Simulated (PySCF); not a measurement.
Ga(H)2(Me)(OMe2), C₃H₁₁GaO, singlet at its GFN2-xTB optimised geometry (Å):

```
16

Ga    -1.7918     0.0129     0.0000
H     -1.8989    -0.6157    -1.4295
H     -1.8984     1.5740     0.0000
C     -2.2513    -1.0666     1.6393
H     -1.8318    -2.0785     1.5906
H     -3.3300    -1.1809     1.7789
H     -1.8643    -0.5981     2.5517
C      1.1445     0.9922     0.6243
O      0.3408     0.0129     0.0000
C      1.0568    -1.1289    -0.4220
H      1.8984     1.3717    -0.0733
H      0.4741     1.8005     0.9165
H      1.6398     0.5846     1.5116
H      1.5383    -1.6254     0.4269
H      1.8143    -0.8557    -1.1638
H      0.3260    -1.8005    -0.8742
```

Calculation: PBE0/def2-TZVP (PySCF 2.14.0). Cells within 0.4 Å of a nucleus heavier than hydrogen are left out (blank, or x).

Map of the log10 of the electron density (e/bohr³), floored at −4 on the plane z = 1.0 Å:

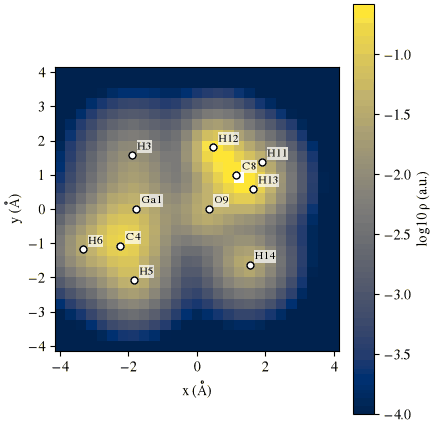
Figure: Log10 of the electron density (e/bohr³), floored at −4 on the plane z = 1.0 Å.
